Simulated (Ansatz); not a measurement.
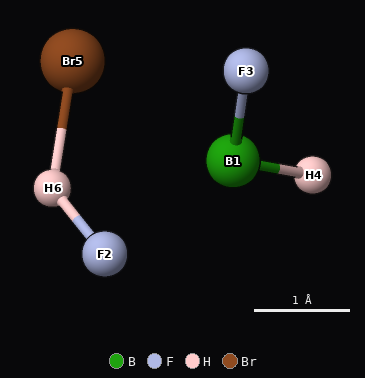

Fig. 1: The starting structure (ball-and-stick view, seen at a tilt; atoms are numbered from 1 in the order of the input). Bond lengths as drawn: Br–H 1.51 Å, B–F 1.32 Å, B–H 1.19 Å and F–H 1.07 Å.

## BH₂BrF₂: geometry relaxation

BH₂BrF₂, computed with RKS PBE/def2-SVP (Ansatz 0.2.0).

The input holds or restrains some coordinates. Forces given for the steps count only the free coordinates. It belongs to a series of runs on one base structure; here: pulled along the bonds that form and break, towards end B. Figures and captions count atoms from 1; the log counts them from 0 in places.

### Input
```yaml
crystal:
  periodic: [false, false, false]
  atoms:
    - { symbol: B, position_ang: [0.0, 0.0, 0.0] }
    - { symbol: F, position_ang: [0.0, 0.0, 1.67] }
    - { symbol: F, position_ang: [1.1431, 0.0, -0.66] }
    - { symbol: H, position_ang: [-1.0305, 0.0, -0.595] }
    - { symbol: Br, position_ang: [0.1049, 2.2181, 0.7379] }
    - { symbol: H, position_ang: [0.0503, 1.0645, 1.7044] }
basis:
  gaussian: { orbitals: def2-SVP }
hamiltonian:
  xc: pbe
relax:
  f_tol: 0.15
  max_steps: 25
  restrain:
    - { distance: [0, 4], at: 2.04, k: 30.0 }
    - { distance: [5, 1], at: 0.92, k: 30.0 }
    - { distance: [0, 1], at: 2.52, k: 30.0 }
    - { distance: [5, 4], at: 2.75, k: 30.0 }
output:
  orbitals: {}
```

Machine: 2 threads of Arm Neoverse V1, 24 GiB of memory available, shared host.

Launch command:
```bash
ansatz run input.yaml --threads 2 --pin off --max-ram 3072MiB --backend cpu --events-out ev --progress --plain --runs-dir out
```

### Log
```
The last accepted step is kept in [file] (removed where the run ends without a failure and the disk answers)
Engine: ansatz 0.2.0, aarch64-unknown-linux-gnu
Functional definition: PBE
  parameter kappa = 0.804
  parameter beta = 0.06672455060314922
  exchange = pbe_x(kappa = kappa, mu = beta*pi^2/3)
  correlation = pbe_c(beta = beta)
911 factors; their error is unknown
mean field evaluation 1: about -76158.1675 eV, gradient 3.1e1 eV
mean field evaluation 2: about -76154.9275 eV, gradient 5.7e1 eV
mean field evaluation 4: about -76159.7083 eV, gradient 2.1e0 eV
mean field evaluation 8: about -76159.6344 eV, gradient 9.3e-2 eV
mean field -76159.63444923 eV, -2798.8149431549 hartree, gradient 6.6e-5 eV, S^2 0.000000; 0 other end points of the search recorded, 0 dependent functions left out
the calculation of the forces begins
reference -76159.63447657 eV, -2798.8149441595 hartree; 30, 30 occupied and 54, 54 virtual orbitals, 911 factors
relax step   1: F+E_penalty+E_count = -76159.63444923 eV  Δ(F+E_penalty+E_count) = +0.000e0 eV  max|allowed force component| = 5.629e0 eV/Å  E_restraint = 35.72282069 eV  max|allowed force component, restraints' pulls added| = 3.207e1 eV/Å  Δτ_max = 0.0000 Å  (25 SCF iters, accepted)
  distance B 0 - Br 4 = 2.3400 Å
  distance H 5 - F 1 = 1.0662 Å
  distance B 0 - F 1 = 1.6700 Å
  distance H 5 - Br 4 = 1.5060 Å
these checks for a lower state are left out or cut short: starts, cluster_reference, orbital_swaps, neighbouring_geometries, increment
911 factors; their error is unknown
mean field evaluation 16: about -76159.3534 eV, gradient 1.9e1 eV
mean field -76160.27749404 eV, -2798.8385746158 hartree, gradient 1.3e-5 eV, S^2 0.000000; 0 other end points of the search recorded, 0 dependent functions left out
[... from here on the field's lines of each further geometry are left out, up to the last ...]
relax step   2: F+E_penalty+E_count = -76160.27749404 eV  Δ(F+E_penalty+E_count) = -6.430e-1 eV  max|allowed force component| = 3.345e0 eV/Å  E_restraint = 18.58678708 eV  max|allowed force component, restraints' pulls added| = 2.078e1 eV/Å  Δτ_max = 0.1953 Å  (32 SCF iters, accepted)
relax step   3: F+E_penalty+E_count = -76160.50998712 eV  Δ(F+E_penalty+E_count) = -2.325e-1 eV  max|allowed force component| = 3.433e0 eV/Å  E_restraint = 6.61683506 eV  max|allowed force component, restraints' pulls added| = 1.284e1 eV/Å  Δτ_max = 0.1948 Å  (31 SCF iters, accepted)
relax step   4: F+E_penalty+E_count = -76160.88555096 eV  Δ(F+E_penalty+E_count) = -3.756e-1 eV  max|allowed force component| = 1.605e0 eV/Å  E_restraint = 0.83363151 eV  max|allowed force component, restraints' pulls added| = 5.030e0 eV/Å  Δτ_max = 0.1949 Å  (28 SCF iters, accepted)
relax step   5: F+E_penalty+E_count = -76160.94680373 eV  Δ(F+E_penalty+E_count) = -6.125e-2 eV  max|allowed force component| = 1.458e0 eV/Å  E_restraint = 0.35902250 eV  max|allowed force component, restraints' pulls added| = 3.506e0 eV/Å  Δτ_max = 0.2000 Å  (29 SCF iters, accepted)
relax step   6: F+E_penalty+E_count = -76160.66749460 eV  Δ(F+E_penalty+E_count) = +2.793e-1 eV  max|allowed force component| = 5.295e0 eV/Å  E_restraint = 0.13858435 eV  max|allowed force component, restraints' pulls added| = 5.259e0 eV/Å  Δτ_max = 0.1948 Å  (29 SCF iters, rejected (line search))
relax step   7: F+E_penalty+E_count = -76160.99947008 eV  Δ(F+E_penalty+E_count) = -5.267e-2 eV  max|allowed force component| = 1.204e0 eV/Å  E_restraint = 0.02556531 eV  max|allowed force component, restraints' pulls added| = 1.217e0 eV/Å  Δτ_max = 0.0941 Å  (27 SCF iters, accepted)
relax step   8: F+E_penalty+E_count = -76161.00280050 eV  Δ(F+E_penalty+E_count) = -3.330e-3 eV  max|allowed force component| = 1.060e0 eV/Å  E_restraint = 0.02306386 eV  max|allowed force component, restraints' pulls added| = 9.592e-1 eV/Å  Δτ_max = 0.0336 Å  (24 SCF iters, accepted)
relax step   9: F+E_penalty+E_count = -76160.94868076 eV  Δ(F+E_penalty+E_count) = +5.412e-2 eV  max|allowed force component| = 1.321e0 eV/Å  E_restraint = 0.06186696 eV  max|allowed force component, restraints' pulls added| = 2.675e0 eV/Å  Δτ_max = 0.1465 Å  (30 SCF iters, rejected (line search))
relax step  10: F+E_penalty+E_count = -76161.00943583 eV  Δ(F+E_penalty+E_count) = -6.635e-3 eV  max|allowed force component| = 8.742e-1 eV/Å  E_restraint = 0.01654629 eV  max|allowed force component, restraints' pulls added| = 2.133e-1 eV/Å  Δτ_max = 0.0708 Å  (27 SCF iters, accepted)
relax step  11: F+E_penalty+E_count = -76161.00923905 eV  Δ(F+E_penalty+E_count) = +1.968e-4 eV  max|allowed force component| = 8.781e-1 eV/Å  E_restraint = 0.01618498 eV  max|allowed force component, restraints' pulls added| = 2.577e-1 eV/Å  Δτ_max = 0.0083 Å  (25 SCF iters, accepted)
relax step  12: F+E_penalty+E_count = -76161.00924526 eV  Δ(F+E_penalty+E_count) = -6.213e-6 eV  max|allowed force component| = 8.783e-1 eV/Å  E_restraint = 0.01618224 eV  max|allowed force component, restraints' pulls added| = 2.608e-1 eV/Å  Δτ_max = 0.0042 Å  (21 SCF iters, accepted)
the calculation of the forces begins
reference -76161.01005169 eV, -2798.8654956127 hartree; 30, 30 occupied and 54, 54 virtual orbitals, 911 factors
relax step  13: F+E_penalty+E_count = -76161.01002493 eV  Δ(F+E_penalty+E_count) = -7.797e-4 eV  max|allowed force component| = 8.980e-1 eV/Å  E_restraint = 0.01582683 eV  max|allowed force component, restraints' pulls added| = 1.806e-2 eV/Å  Δτ_max = 0.0302 Å  (24 SCF iters, accepted)
  distance B 0 - Br 4 = 2.0106 Å
  distance H 5 - F 1 = 0.9329 Å
  distance B 0 - F 1 = 2.5158 Å
  distance H 5 - Br 4 = 2.7470 Å
911 factors; their error is unknown
mean field evaluation 96: about -76161.0627 eV, gradient 3.8e0 eV
```

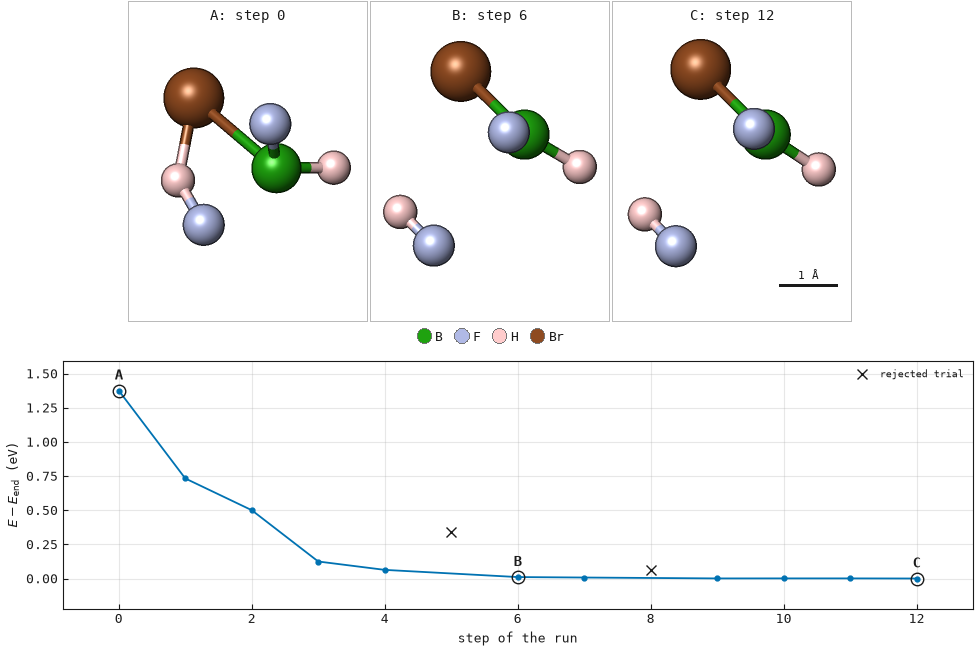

Fig. 2: Frames of the restrained relaxation (ball-and-stick view, seen at a tilt) above the curves, on which the letters mark them (the first geometry is step 0 here and step 1 in the log).

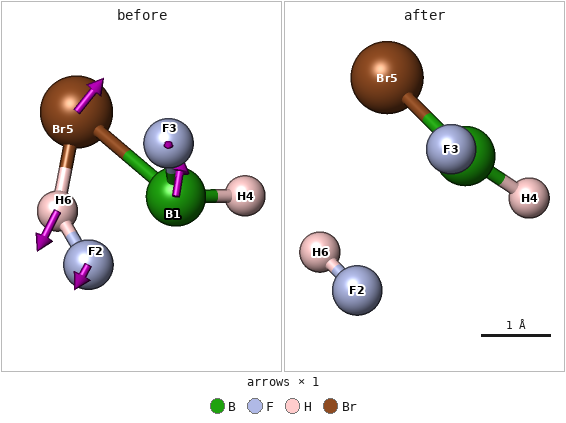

Fig. 3: Before (left) and after (right) the restrained relaxation, at one scale (ball-and-stick view, seen at a tilt). The pink arrows give the displacements, at true length. Over 12 geometry steps the energy falls by 1.376 eV. Largest force component: 5.6 eV/Å at the start, 0.9 eV/Å at the end. The line search rejected the trial steps at points 5, 8 (counted from 0) and went back. H6 moves most after the best rigid fit: 0.67 Å. Largest moves by element: H 0.67 Å, Br 0.64 Å, B 0.62 Å, F 0.43 Å. Distances before and after: Br5–H6 1.506 → 2.747 Å, B1–Br5 2.340 → 2.011 Å, F2–H6 1.066 → 0.933 Å, B1–H4 1.190 → 1.207 Å. Bonds break: Br5–H6 (1.51 → 2.75 Å). Among the angles that change: F3–B1–Br5 96.8° → 117.4°, H4–B1–Br5 101.3° → 118.7°, F3–B1–H4 120.0° → 123.2°. (Atoms are counted from 1 in the order of the input.)

```
mean field -76161.01002493 eV, -2798.8654946294 hartree, gradient 7.7e-5 eV, S^2 0.000000; 1 other end points of the search recorded, 0 dependent functions left out
the calculation of the forces begins
reference -76161.01005169 eV, -2798.8654956127 hartree; 30, 30 occupied and 54, 54 virtual orbitals, 911 factors
Total energy: -76161.01005169 eV, -2798.8654956127 hartree
Atom 0 at     0.010148     0.491603    -0.373912 Å, force     0.015388     0.810117     0.348785 eV/Å
Atom 1 at     0.021794    -0.213303     2.041127 Å, force    -0.026285    -0.323755    -0.211332 eV/Å
Atom 2 at     1.162263    -0.083686    -0.634121 Å, force    -0.003310     0.000466    -0.003404 eV/Å
Atom 3 at    -1.054948    -0.037038    -0.581007 Å, force     0.002297    -0.001979     0.000530 eV/Å
Atom 4 at     0.040629     2.434716     0.141836 Å, force    -0.010290    -0.898011    -0.159949 eV/Å
Atom 5 at     0.087915     0.690308     2.263376 Å, force     0.022200     0.413163     0.025370 eV/Å
Dipole moment:    -0.067704     0.118562     0.125574 e Å
```

### Trajectory as extended XYZ (Å, eV, eV/Å), 13 frames, from step=1 to step=13
```
6
Properties=species:S:1:pos:R:3:forces:R:3 step=1 energy=-76159.63445
B     0.0000    0.0000    0.0000    0.5394   3.0568   0.6906
F     0.0000    0.0000    1.6700   -0.0357  -5.6289  -0.7875
F     1.1431    0.0000   -0.6600    0.1927  -1.4681   0.6446
H    -1.0305    0.0000   -0.5950   -0.6129  -0.8901   0.3592
Br    0.1049    2.2181    0.7379   -0.1764   4.0360  -2.1098
H     0.0503    1.0645    1.7044    0.0928   0.8943   1.2030
6
Properties=species:S:1:pos:R:3:forces:R:3 step=2 energy=-76160.27749
B     0.0010    0.1071   -0.0823    0.8009   3.3448   0.7764
F    -0.0009   -0.0591    1.7990    0.0221  -1.8567  -0.8529
F     1.1586   -0.0149   -0.6685    0.3521  -1.3105   0.3634
H    -1.0418   -0.0084   -0.6022   -0.9242  -0.8772   0.1504
Br    0.1059    2.3208    0.5718   -0.3096  -0.1435  -0.3319
H     0.0450    0.9371    1.8396    0.0587   0.8430  -0.1054
6
Properties=species:S:1:pos:R:3:forces:R:3 step=3 energy=-76160.50999
B     0.0100    0.2469   -0.1945    0.1202   3.4325   0.7084
F    -0.0017   -0.0972    1.9322   -0.0966  -3.0923  -0.6358
F     1.1696   -0.0307   -0.6713    0.9010  -1.2184  -0.0866
H    -1.0547   -0.0196   -0.6041   -0.7638  -0.7911   0.0971
Br    0.1043    2.3727    0.4075   -0.2924  -1.1995  -0.1944
H     0.0402    0.8105    1.9875    0.1315   2.8688   0.1113
6
Properties=species:S:1:pos:R:3:forces:R:3 step=4 energy=-76160.88555
B     0.0048    0.4098   -0.3014    1.3688   1.5892  -0.1224
F    -0.0062   -0.1769    2.0348   -0.0654  -1.5214  -0.4758
F     1.2017   -0.0575   -0.6743   -1.1239  -0.0742   0.4344
H    -1.0706   -0.0353   -0.5936   -0.0398  -0.2863   0.1472
Br    0.1001    2.4111    0.2402   -0.2216  -1.3125  -0.1384
H     0.0380    0.7315    2.1516    0.0819   1.6051   0.1550
6
Properties=species:S:1:pos:R:3:forces:R:3 step=5 energy=-76160.94680
B    -0.0273    0.4546   -0.3498    1.4583   1.0415   0.5774
F    -0.0546   -0.1853    2.0033    0.0724   0.2663  -0.0993
F     1.1847   -0.1064   -0.4887   -1.2330   0.3338  -0.0157
H    -1.0762   -0.0095   -0.6909   -0.1039  -0.2296  -0.0548
Br    0.0065    2.4278    0.2117   -0.0578  -1.2181  -0.2963
H     0.2347    0.7015    2.1718   -0.1359  -0.1939  -0.1114
6
Properties=species:S:1:pos:R:3:forces:R:3 step=6 energy=-76160.66750 accepted=F
B     0.0235    0.4770   -0.3619   -5.2952   3.0553   0.3485
F    -0.1701   -0.1641    2.0815    1.3818   1.7375   0.2036
F     1.1043   -0.0767   -0.4780    5.1085  -2.5439  -0.3635
H    -1.0226    0.0143   -0.7573   -0.0074  -0.1431   0.1436
Br   -0.0699    2.4039    0.1348    0.2017  -0.4274   0.0380
H     0.4026    0.6283    2.2381   -1.3894  -1.6783  -0.3701
6
Properties=species:S:1:pos:R:3:forces:R:3 step=7 energy=-76160.99947
B     0.0042    0.4971   -0.3807   -0.1001   0.6653   0.4063
F    -0.0253   -0.1981    2.0381   -0.2846  -1.1396  -0.3662
F     1.1605   -0.1111   -0.5319   -0.0481   0.0732  -0.0685
H    -1.0609   -0.0030   -0.6657    0.1103  -0.0204  -0.0110
Br    0.0057    2.4260    0.1525    0.0721  -0.7826  -0.1859
H     0.1836    0.6717    2.2450    0.2503   1.2040   0.2252
6
Properties=species:S:1:pos:R:3:forces:R:3 step=8 energy=-76161.00280
B     0.0074    0.5005   -0.3683   -0.1127   0.6854   0.3277
F    -0.0372   -0.2130    2.0444   -0.2387  -0.9571  -0.3230
F     1.1646   -0.0994   -0.5414   -0.0297   0.0561  -0.0368
H    -1.0580   -0.0087   -0.6327    0.0939  -0.0164  -0.0052
Br    0.0106    2.4382    0.1376    0.0667  -0.8278  -0.1431
H     0.1804    0.6650    2.2178    0.2204   1.0599   0.1805
6
Properties=species:S:1:pos:R:3:forces:R:3 step=9 energy=-76160.94868 accepted=F
B    -0.0243    0.5014   -0.3809    1.0111   0.2809   0.3839
F    -0.0995   -0.1893    2.0416    0.6562   1.3208   0.1944
F     1.1693   -0.1162   -0.4763   -1.1285   0.6291   0.0129
H    -1.0637   -0.0101   -0.7277    0.0852  -0.0143   0.0149
Br   -0.0378    2.4362    0.1529    0.0803  -0.9639  -0.2343
H     0.3238    0.6606    2.2476   -0.7044  -1.2526  -0.3719
6
Properties=species:S:1:pos:R:3:forces:R:3 step=10 energy=-76161.00944
B     0.0122    0.4928   -0.3740   -0.0552   0.8099   0.3590
F    -0.0149   -0.2124    2.0403   -0.0652  -0.4675  -0.2439
F     1.1664   -0.0895   -0.6066    0.0036  -0.0073  -0.0146
H    -1.0555   -0.0245   -0.6007    0.0410  -0.0172  -0.0069
Br    0.0366    2.4341    0.1427    0.0148  -0.8742  -0.1588
H     0.1231    0.6820    2.2556    0.0610   0.5563   0.0653
6
Properties=species:S:1:pos:R:3:forces:R:3 step=11 energy=-76161.00924
B     0.0121    0.4924   -0.3729   -0.0419   0.8154   0.3426
F    -0.0083   -0.2130    2.0414   -0.0637  -0.4970  -0.2532
F     1.1657   -0.0888   -0.6113    0.0025  -0.0102  -0.0081
H    -1.0556   -0.0252   -0.5986    0.0349  -0.0174   0.0005
Br    0.0389    2.4342    0.1423    0.0088  -0.8781  -0.1539
H     0.1149    0.6830    2.2563    0.0594   0.5872   0.0722
6
Properties=species:S:1:pos:R:3:forces:R:3 step=12 energy=-76161.00924
B     0.0111    0.4921   -0.3728   -0.0421   0.8150   0.3434
F    -0.0042   -0.2126    2.0417   -0.0627  -0.4992  -0.2532
F     1.1653   -0.0869   -0.6132    0.0028  -0.0099  -0.0085
H    -1.0560   -0.0279   -0.5958    0.0338  -0.0172  -0.0005
Br    0.0351    2.4342    0.1414    0.0100  -0.8783  -0.1536
H     0.1165    0.6839    2.2559    0.0582   0.5896   0.0725
6
Properties=species:S:1:pos:R:3:forces:R:3 step=13 energy=-76161.01002
B     0.0101    0.4916   -0.3739    0.0154   0.8101   0.3488
F     0.0218   -0.2133    2.0411   -0.0263  -0.3238  -0.2113
F     1.1623   -0.0837   -0.6341   -0.0033   0.0005  -0.0034
H    -1.0549   -0.0370   -0.5810    0.0023  -0.0020   0.0005
Br    0.0406    2.4347    0.1418   -0.0103  -0.8980  -0.1599
H     0.0879    0.6903    2.2634    0.0222   0.4132   0.0254
```

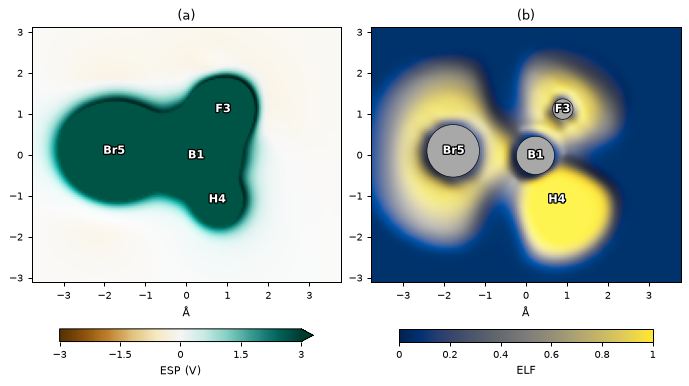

Fig. 4: (a) molecular electrostatic potential; (b) electron localisation function on the plane of atoms F3, B1 and Br5. Grey discs, where drawn, cover atomic cores. The section cuts through B, F, H and Br sites. B–F (1.31 Å): the ELF peaks at about 0.85 between the atoms, which marks a polar covalent bond. B–Br (2.01 Å): the ELF peaks at about 0.90 between the atoms (a polar covalent bond).

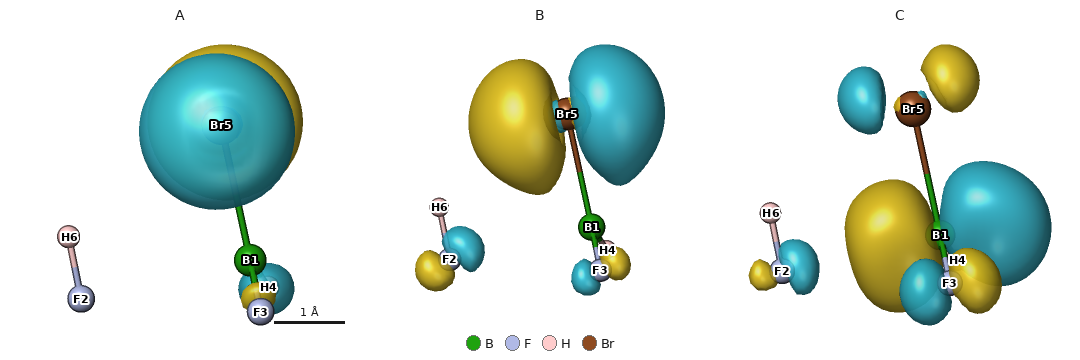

Fig. 5: Three frontier orbitals at ±0.15 Å⁻³ᐟ² (yellow and cyan are the two phases). B is the HOMO−1 (−7.68 eV). A is the HOMO (−7.21 eV). C is the LUMO (−1.83 eV). Its weight (Hirshfeld) is mainly on B1 (55 %), Br5 (15 %) and F3 (15 %). The HOMO–LUMO gap is 5.38 eV between the orbital energies.

### Results in brief

```tsv
quantity	value
outcome	converged under the restraints of the input
total energy	−76161.0101 eV
mean-field energy	−76161.0101 eV
largest force (length of the vector) at the end, held atoms and coordinates included	0.912 eV/Å
wall time	18 s (CPU time 33 s)
peak memory	0.12 GiB
```
